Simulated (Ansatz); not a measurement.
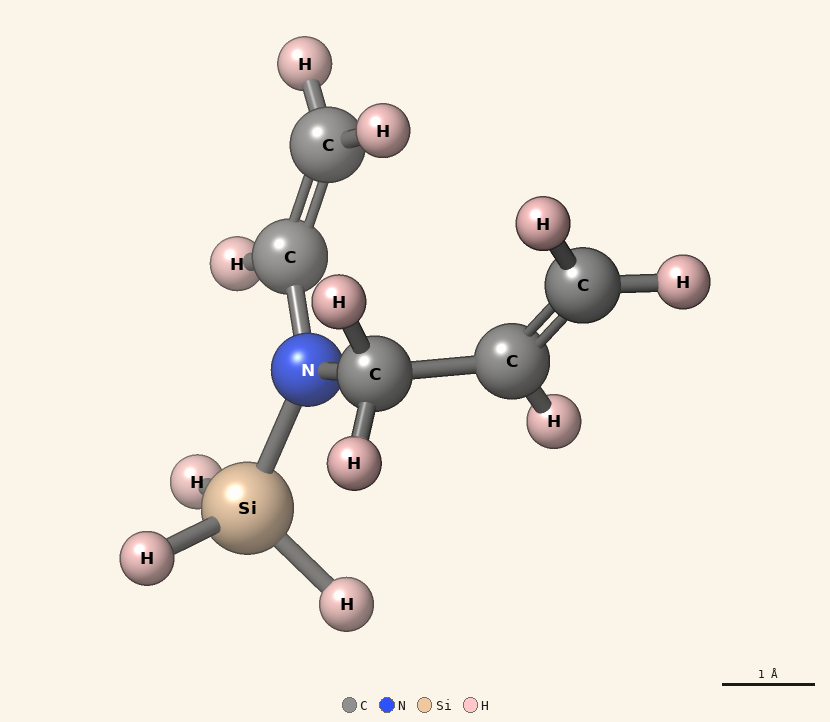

Distant atoms are faded towards the background colour. The geometry was computed by an optimisation with PBE-D4/def2-SVP. No frequency run is at hand to confirm it as a minimum. Masses are those of the most abundant isotopes; constants are for the rigid equilibrium geometry.

Question: Classify the rotor and give the rotational constants (cm⁻¹).

Answer: An asymmetric top (C1): A = 0.0976, B = 0.0488, C = 0.0350 cm⁻¹. Ray's parameter κ is −0.56, nearer the prolate limit.
